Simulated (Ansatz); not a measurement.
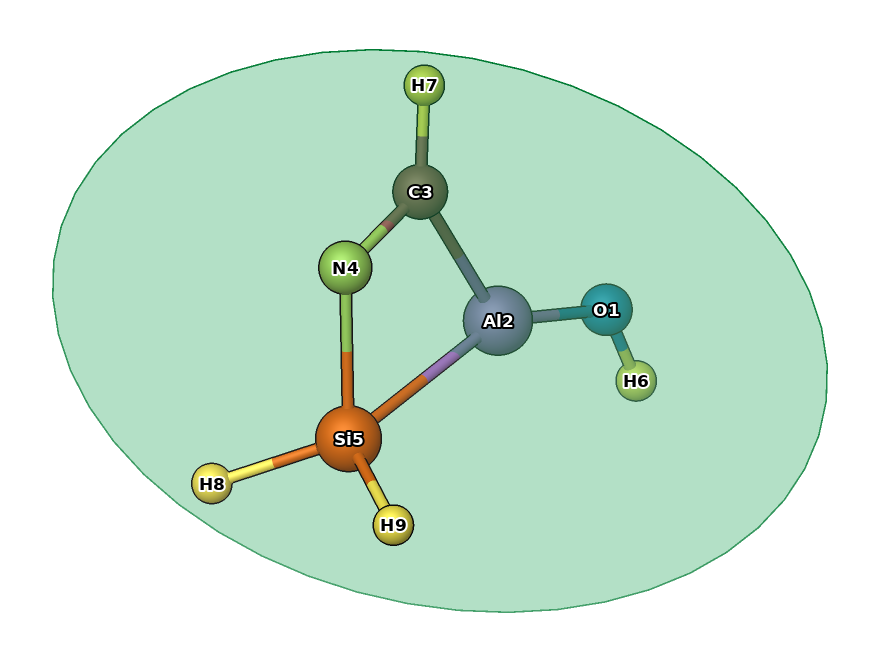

A disc through the centre of mass is drawn in. Atoms fade into the background with distance from the viewer. The computed structure is the end point of a PBE0-D4/def2-TZVP optimisation.

Q: Is the plane of the disc a mirror plane of the structure?

A: No. The point group is Cs, with 1 mirror plane, and this plane isn't one of its mirror planes.
